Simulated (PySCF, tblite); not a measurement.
**C3H15BSi4: geometry, infrared bands and NMR shifts**

What infrared bands and NMR shifts should C3H15BSi4 (`CB(C)[Si@H]1C[SiH2][SiH2][SiH2]1`) show?

Computed with tblite 0.8.0 and PySCF 2.14.0, with density-fitted response routines of our own, on a single molecule in the gas phase. Atoms are numbered from 0 throughout.

## 1. The molecule as given

23 atoms, charge 0, multiplicity 1; geometry from: force field or distance geometry start.

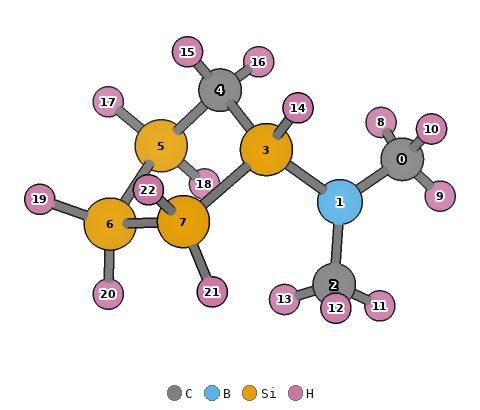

The starting geometry (carbon grey, boron blue, silicon amber, hydrogen pink), atoms numbered.

## 2. Optimising the geometry with GFN2-xTB

Job settings and geometry (Å):

```
{"job": {"kind": "relax", "xc": "GFN2-xTB", "basis": "xTB"}, "charge": 0, "multiplicity": 1}
C     -2.749500    -0.998300    -0.326800
B     -1.650700     0.124100    -0.113500
C     -1.652600     1.465400    -0.943600
Si    -0.221300    -0.203300     1.172600
C      0.778200    -1.694100     0.624000
Si     1.853900    -1.181100    -0.830900
Si     2.665400     0.840800    -0.326500
Si     1.223700     1.499100     1.229100
H     -2.271600    -1.936400    -0.670300
H     -3.499900    -0.667500    -1.082000
H     -3.288200    -1.187100     0.630000
H     -2.524400     1.478200    -1.647300
H     -1.751700     2.335300    -0.247600
H     -0.715300     1.550700    -1.529800
H     -0.800100    -0.435900     2.514800
H      1.428100    -2.021800     1.463400
H      0.108800    -2.520000     0.322400
H      2.940400    -2.155800    -1.046400
H      1.017100    -1.060700    -2.022500
H      4.016600     0.731300     0.262800
H      2.627600     1.727600    -1.492900
H      0.571600     2.768900     0.870200
H      1.889300     1.567600     2.546500
```

Launch:

```
$ OMP_NUM_THREADS=1 python probes_run.py task.json out
```

This one command runs all jobs of the session in turn.

**Question.** This job is followed by: GFN2-xTB harmonic vibrations, gas phase; GIAO PBE0/pcSseg-1 NMR shielding, non-relativistic, gas phase. What will the session give for the following? strongest single infrared mode (GFN2-xTB); zero-point energy (GFN2-xTB); 13C shifts against TMS (PBE0/pcSseg-1, means over atoms taken as alike); 1H shifts against TMS (PBE0/pcSseg-1, means over atoms taken as alike); 11B shifts against BF3·OEt2 (PBE0/pcSseg-1); 29Si shifts against TMS (PBE0/pcSseg-1).

The runs gave:

| quantity | value |
| --- | --- |
| strongest single infrared mode (GFN2-xTB) | 2178 cm⁻¹, 936 km/mol |
| zero-point energy (GFN2-xTB) | 100.9 kcal/mol |
| 13C shifts against TMS (PBE0/pcSseg-1, means over atoms taken as alike) | 23.2, -9.1 ppm |
| 1H shifts against TMS (PBE0/pcSseg-1, means over atoms taken as alike) | 4.43, 4.39, 4.21, 3.49, 3.49, 3.41, 3.19, 1.39, 0.42, -0.15 ppm |
| 11B shifts against BF3·OEt2 (PBE0/pcSseg-1) | 108.8 ppm |
| 29Si shifts against TMS (PBE0/pcSseg-1) | -62.7, -70.3, -119.1, -124.3 ppm |

Over 240 steps the energy fell by 0.697 eV; of the close pairs, Si3–Si7 changed most, 2.234 to 2.354 Å. No mode is imaginary among the 63: a minimum at this level. Unscaled tight-binding wavenumbers are off by several per cent, some by more. Its intensities can rank the bands wrongly. At PBE0/pcSseg-1: Shielding is most anisotropic at B1 (span 222 ppm, paramagnetic term -203 ppm).
